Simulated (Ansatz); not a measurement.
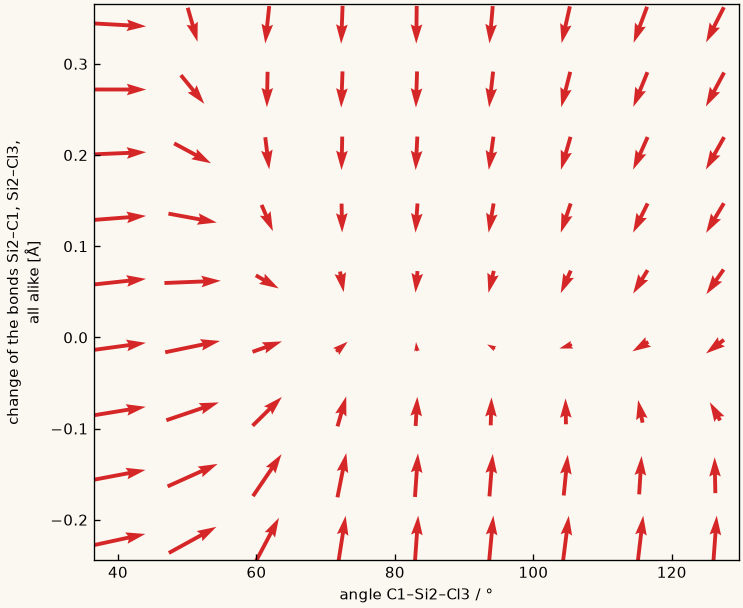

CClSi, SMILES [C-]#[Si]Cl, charge −1. First axis: angle C1–Si2–Cl3. Second axis: change of the bonds Si2–C1, Si2–Cl3, all alike. Nothing is relaxed (all other coordinates rigid). The grid has 9 × 9 points. Points are written as (first, second). All numbers below come from RKS wB97M-V/def2-SVPD (Ansatz).

In the figure: arrows along the force (downhill), their lengths compressed.

### The arrows alone are given. Where is the energy lowest?

The arrows converge at about (79°, 0.001 Å) (read from the interpolated surface).

The energy map of the same scan:

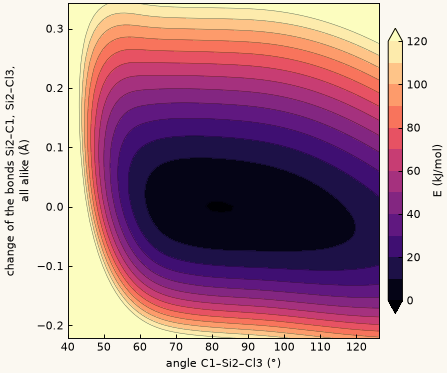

Energies are in kJ/mol, from the lowest grid point; between grid points the surface is interpolated.
